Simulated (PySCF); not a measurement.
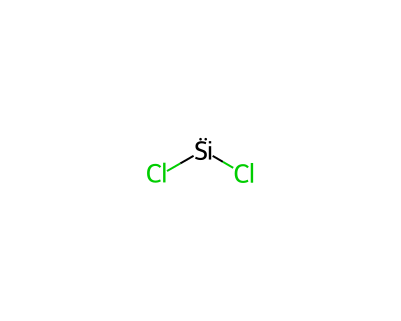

Question: Write the SMILES.

Answer: Cl[Si]Cl

Question: Give the formula, hydrogens included.

Answer: SiCl2.

Question: An optimisation with PBE0-D3(BJ)/def2-SVP gave a structure of which point group?

Answer: C2v.

The parts below concern this one geometry. Atoms keep their numbers from picture to picture. The computed structure is the end point of a PBE0-D3(BJ)/def2-SVP optimisation. No frequency run is at hand to confirm it as a minimum.

**Electronic properties**

No frequency run is at hand to confirm it as a minimum. Level of theory: CAM-B3LYP/def2-SVPD in chloroform (IEF-PCM) (PySCF 2.14.0). Excitations: vertical, linear response.

Computed properties:

- dipole moment: 1.46 D
- HOMO energy (Kohn–Sham orbital): −9.08 eV
- LUMO energy (Kohn–Sham orbital): −1.73 eV
- HOMO–LUMO gap: 7.34 eV
- mean static polarisability: 70.9 bohr³
- lowest vertical singlet excitation: 3.89 eV
- its oscillator strength: 0.037
- brightest of the 6 lowest singlets: 6.86 eV
- its oscillator strength: 0.44

**NMR shielding**

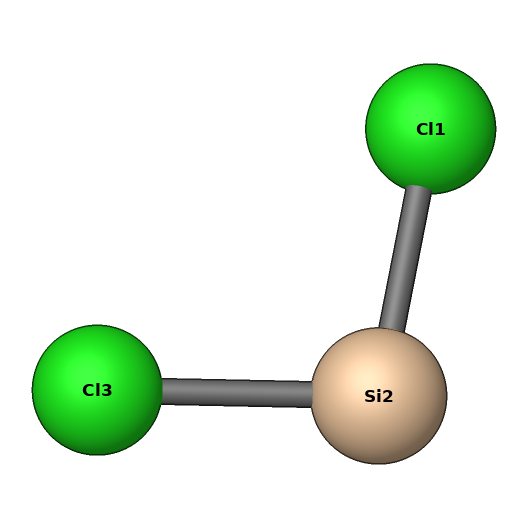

No frequency run is at hand to confirm it as a minimum. Properties computed with GIAO PBE0/pcSseg-1 NMR shielding, non-relativistic, IEF-PCM cyclohexane (PySCF 2.14.0). Principal shieldings σ11 ≤ σ22 ≤ σ33, span Ω = σ33 − σ11, skew κ = 3(σiso − σ22)/Ω.

Give the shielding tensors of the Cl atoms.

```tsv
atom	σ11	σ22	σ33	σiso	Ω	κ
Cl1, Cl3	−217.3	685.7	769.8	412.7	987.1	−0.83
```

Shieldings and span in ppm.

**Quadrupole coupling**

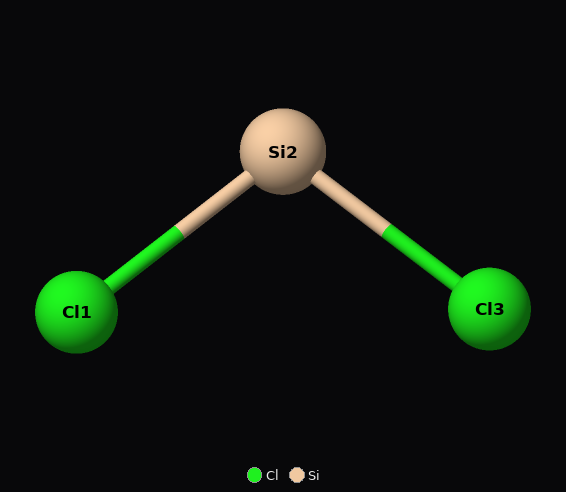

No frequency run is at hand to confirm it as a minimum. Electric field gradients from the ground-state density, PBE0/pcSseg-1 in chloroform (IEF-PCM) (PySCF 2.14.0), non-relativistic apart from any core potentials.

Give the largest field-gradient component, the quadrupole coupling constant and the asymmetry for 35Cl at Cl1 (Q = −81.7 mb).

| atom | V_zz (a.u.) | e²qQ/h (MHz) | η |
| --- | --- | --- | --- |
| Cl1 | 1.535 | −29.5 | 0.72 |
